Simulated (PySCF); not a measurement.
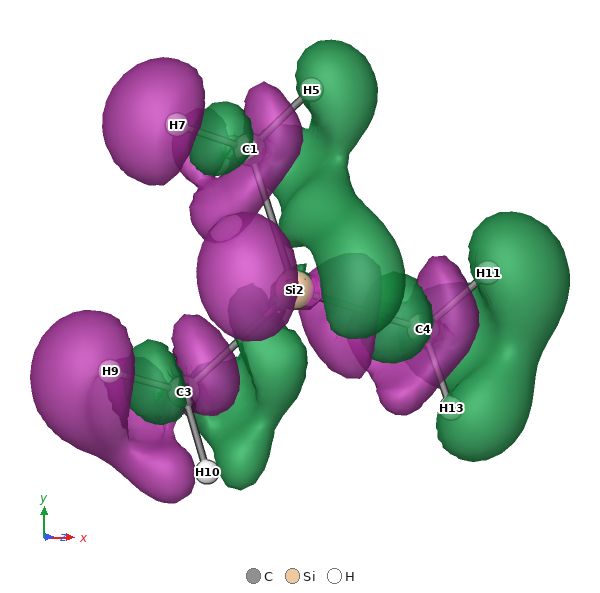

Figure 1: C3H9Si, doublet, SMILES `C[Si](C)C`. Change of the electron density in a uniform field of 0.21 V/Å, surfaces at ±0.0015 e/Å³ (green: gain, purple: loss).

Method: r2SCAN/aug-cc-pVDZ; geometry: GFN2-xTB; program: PySCF. No frequency check shows the geometry to be a minimum. The stability of the open-shell solution wasn't checked. GFN2-xTB doesn't know the spin state, so this open-shell geometry is rough.

The field was applied in both directions; the picture shows the one opposite to the script's first.

### Along which Cartesian direction does the field point?

Along −x: electrons gather on the +x side, against the field.

### What dipole is induced, and what polarisability does it imply?

The induced dipole is 0.78 D (along the field); α along this axis, from the fields in both directions, is 77 bohr³ (11.3 Å³).
